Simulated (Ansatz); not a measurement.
# PBE/cc-pVTZ run of CSe (SMILES [C][Se])

What is the electronic atomisation energy of CSe at PBE/cc-pVTZ? 

The results are computed with Ansatz 0.2.0.

34 further runs of the same task are left out: 34 set aside as unsound or not needed.

## (1) The molecule

CSe: 2 atoms, total charge 0, spin state singlet. SMILES: `[C][Se]`. The coordinates come from a PBE0-D4/def2-TZVP relaxation.

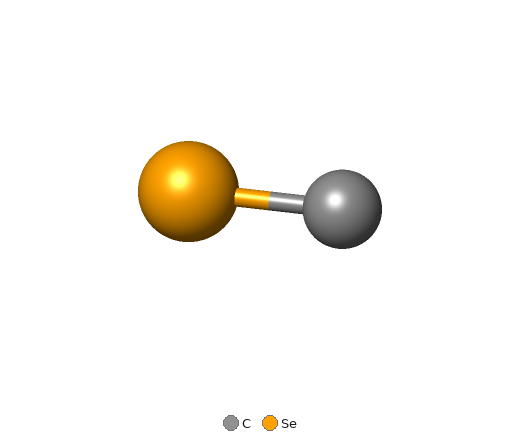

The structure, seen from a chosen angle (carbon grey, selenium orange).

## (2) The energy at PBE/cc-pVTZ

File job.yaml:

```yaml
crystal:
  periodic: [false, false, false]
  atoms:
    - {symbol: C, position_ang: [0.000000, 0.000000, -0.008520]}
    - {symbol: Se, position_ang: [-0.000000, -0.000000, 1.662780]}
basis:
  gaussian:
    orbitals: cc-pVTZ
hamiltonian:
  xc: pbe
accuracy: high
output:
  orbitals: {seedname: orbitals}
```

Run with:

```sh
$ ansatz run job.yaml --threads 1 --pin off --max-ram 3480MiB --events-out events.jsonl --progress --plain --runs-dir runs
```

The log of the run:

```text
Warning: RAYON_NUM_THREADS=1 ignored (pool sized by the plan → 1); use --threads N
Functional definition: PBE
  name "PBE"
  parameter kappa = 0.804
  parameter beta = 0.06672455060314922
  exchange = pbe_x(kappa = kappa, mu = beta*pi^2/3)
  correlation = pbe_c(beta = beta)
981 factors; integrals over basis functions are off by at most 4.7e-9 eV
mean field evaluation 1: about -66363.2815 eV, gradient 6.7e1 eV
mean field evaluation 2: about -66304.0431 eV, gradient 1.3e2 eV
mean field evaluation 4: about -66374.1545 eV, gradient 4.1e0 eV
mean field evaluation 8: about -66374.1948 eV, gradient 7.3e-2 eV
mean field evaluation 16: about -66374.1948 eV, gradient 6.5e-7 eV
mean field -66374.19480224 eV, -2439.2066689371 hartree, gradient 2.2e-8 eV, S^2 0.000000; 0 other end points of the search recorded, 0 dependent functions left out
reference -66374.19480419 eV, -2439.2066690089 hartree; 20, 20 occupied and 53, 53 virtual orbitals, 981 factors
Total energy: -66374.19480419 eV, -2439.2066690089 hartree
```

It took 2.6 s on 1 thread of Arm Neoverse V1, shared host; peak memory 0.12 GiB.

## (3) The C atom at the same level

File job.yaml:

```yaml
basis:
  gaussian:
    orbitals: cc-pVTZ
crystal:
  periodic: [false, false, false]
  atoms:
    - {symbol: C, position_ang: [0.000000, 0.000000, 0.000000]}
magnetization:
  spin_polarized: true
  initial_magnetization: 2
hamiltonian:
  xc: pbe
accuracy: high
```

Run with:

```sh
$ ansatz run job.yaml --threads 1 --pin off --max-ram 3480MiB --events-out events.jsonl --progress --plain --runs-dir runs
```

The log of the run, cut to the lines that bear on the results:

```text
Warning: RAYON_NUM_THREADS=1 ignored (pool sized by the plan → 1); use --threads N
[... 6 set-up lines as earlier in the session ...]
301 factors; integrals over basis functions are off by at most 2.3e-9 eV
mean field evaluation 1: about -1028.2250 eV, gradient 6.1e0 eV
mean field evaluation 2: about -1028.3526 eV, gradient 4.1e0 eV
mean field evaluation 4: about -1028.4521 eV, gradient 2.9e-1 eV
mean field evaluation 8: about -1028.4522 eV, gradient 1.4e-3 eV
mean field evaluation 16: about -1028.4524 eV, gradient 7.9e-2 eV
mean field evaluation 32: about -1028.3687 eV, gradient 4.3e0 eV
mean field -1028.45224095 eV, -37.7949227448 hartree, gradient 3.0e-9 eV, S^2 2.002609; 5 other end points of the search recorded, 0 dependent functions left out
reference -1028.45224294 eV, -37.7949228180 hartree; 4, 2 occupied and 26, 28 virtual orbitals, 301 factors
Total energy: -1028.45224294 eV, -37.7949228180 hartree
```

It took 1 s on 1 thread of Arm Neoverse V1, shared host.

## (4) The Se atom at the same level

File in.yaml:

```yaml
crystal:
  periodic: [false, false, false]
  atoms:
    - {symbol: Se, position_ang: [0.000000, 0.000000, 0.000000]}
basis:
  gaussian: {orbitals: cc-pVTZ}
total_charge: 0
magnetization: {spin_polarized: true, initial_magnetization: 2}
hamiltonian: {xc: pbe}
accuracy: high
```

Run the same way, it converges to -2401.16881 Eh (log not shown).

## (5) Summary of results

Level: PBE/cc-pVTZ.

```
                     quantity           value
       molecule: total energy  -2439.20667 Eh
        molecule: HOMO energy        -7.03 eV
        molecule: LUMO energy        -3.42 eV
      molecule: HOMO–LUMO gap         3.62 eV
         C atom: total energy    -37.79492 Eh
                 C atom: ⟨S²⟩           2.003
        Se atom: total energy  -2401.16881 Eh
                Se atom: ⟨S²⟩           2.003
electronic atomisation energy        6.611 eV
```

Taking the molecule apart into free atoms costs 6.61 eV (638 kJ/mol), before zero-point energy and without spin-orbit coupling.
